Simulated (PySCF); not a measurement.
Ionisation energy of Sb²⁺ ([Kr] 4d¹⁰ 5s² 5p → [Kr] 4d¹⁰ 5s²). PySCF, def2-TZVPPD with a 28-electron core potential, unrestricted single determinants, no spin-orbit coupling. Methods marked “valence” freeze 18 core electrons.

The results, method by method:

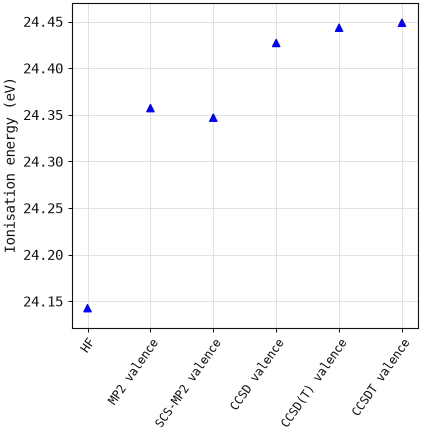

```json
{"Method": "HF", "Ionisation energy (eV)": "24.143"}
{"Method": "MP2 valence", "Ionisation energy (eV)": "24.357"}
{"Method": "SCS-MP2 valence", "Ionisation energy (eV)": "24.347"}
{"Method": "CCSD valence", "Ionisation energy (eV)": "24.427"}
{"Method": "CCSD(T) valence", "Ionisation energy (eV)": "24.443"}
{"Method": "CCSDT valence", "Ionisation energy (eV)": "24.449"}
```

The values run from 24.143 eV (HF) to 24.449 eV (CCSDT valence). The measured value is 25.323 eV, off the plot; all methods lie below it by about 0.96 eV, far more than they differ, so the miss comes from what they share: spin-orbit coupling is left out, as are Breit and QED terms.

Caveat: spin-orbit shift not estimated.
